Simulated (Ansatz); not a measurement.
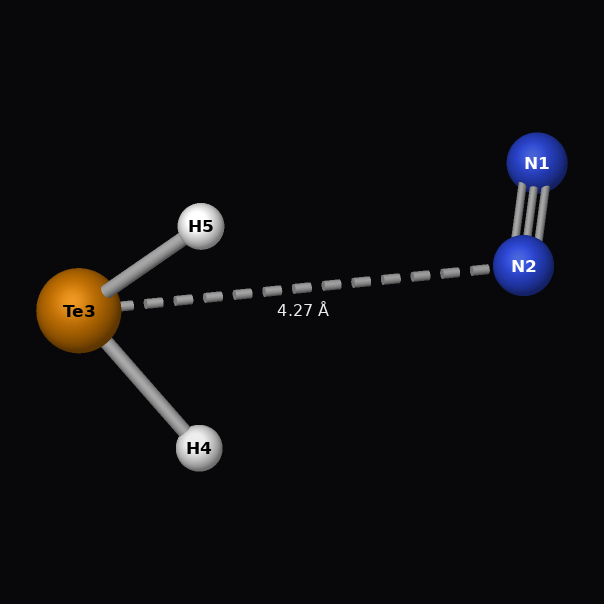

Two molecules or ions; the broken line marks their closest contact (measured against van der Waals radii). Geometry: a pair of rigid molecules at a changed separation. Program: Ansatz 0.2.0.

Which two species are they?

N2 and H2Te (`N#N.[TeH2]`).

Give the counterpoise-corrected interaction energy (kcal/mol, monomers kept as in the pair) with RHF-CCSD(T) (frozen core)/def2-TZVPPD; B3LYP-D4/def2-TZVPPD.

| level | interaction energy (kcal/mol) |
| --- | --- |
| RHF-CCSD(T) (frozen core)/def2-TZVPPD | −0.4 |
| B3LYP-D4/def2-TZVPPD | −0.4 |
